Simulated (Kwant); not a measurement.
Model system: In0.53Ga0.47As/InP stack with 1 barrier. One parabolic valley. Leads of mass 0.041 mₑ with the band edge at 0; grid 0.1 nm; bias swept from 0.01 to 0.44931 V, dropping linearly over the stack. Emitter Fermi level 0.032 eV, 4 K, equal in the collector.

```tsv
layer	thickness (nm)	band offset (eV)	mass (mₑ)
1	6.6	0.25	0.08
```

Constants are typed, rounded textbook-type inputs, not results; the design itself was drawn at random and stands for no fabricated device.

Kwant, one-band effective-mass tight-binding model in one dimension, coherent, no space charge, current by the Tsu-Esaki formula.

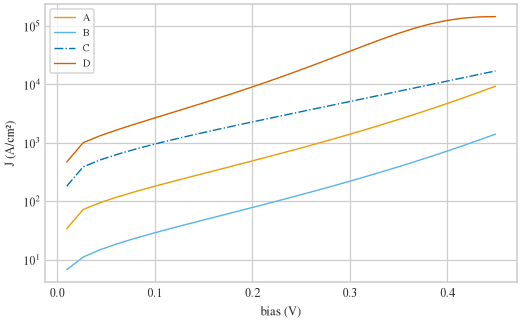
*J (A/cm²) of 4 runs*

| bias (V) | A | B | C | D |
|---|---|---|---|---|
| 0.01000 | 33.6 | 6.68 | 180 | 468 |
| 0.02690 | 71.9 | 11.0 | 386 | 1000 |
| 0.06069 | 116 | 18.4 | 625 | 1640 |
| 0.07759 | 141 | 22.4 | 755 | 2030 |
| 0.1114 | 202 | 32.2 | 1060 | 3030 |
| 0.1283 | 239 | 38.3 | 1230 | 3710 |
| 0.1621 | 334 | 53.4 | 1650 | 5580 |
| 0.1790 | 395 | 63.1 | 1910 | 6880 |
| 0.2128 | 554 | 88.2 | 2520 | 10700 |
| 0.2297 | 658 | 105 | 2890 | 13400 |
| 0.2635 | 937 | 148 | 3790 | 21600 |
| 0.2803 | 1120 | 177 | 4340 | 27600 |
| 0.3141 | 1640 | 257 | 5690 | 45300 |
| 0.3310 | 1990 | 311 | 6520 | 57800 |
| 0.3648 | 3000 | 464 | 8560 | 89800 |
| 0.3817 | 3710 | 571 | 9820 | 107000 |
| 0.4155 | 5800 | 884 | 12900 | 136000 |
| 0.4493 | 9280 | 1400 | 17000 | 144000 |

### Question
Column A is the base. The others each differ by one change: Fermi level in the emitter 0.032 → 0.016 eV; height of the first barrier 0.25 → 0.15 eV; mass in the first barrier 0.08 → 0.048 mₑ. Which is which?

### Answer
B: Fermi level in the emitter 0.032 → 0.016 eV; C: mass in the first barrier 0.08 → 0.048 mₑ; D: height of the first barrier 0.25 → 0.15 eV.
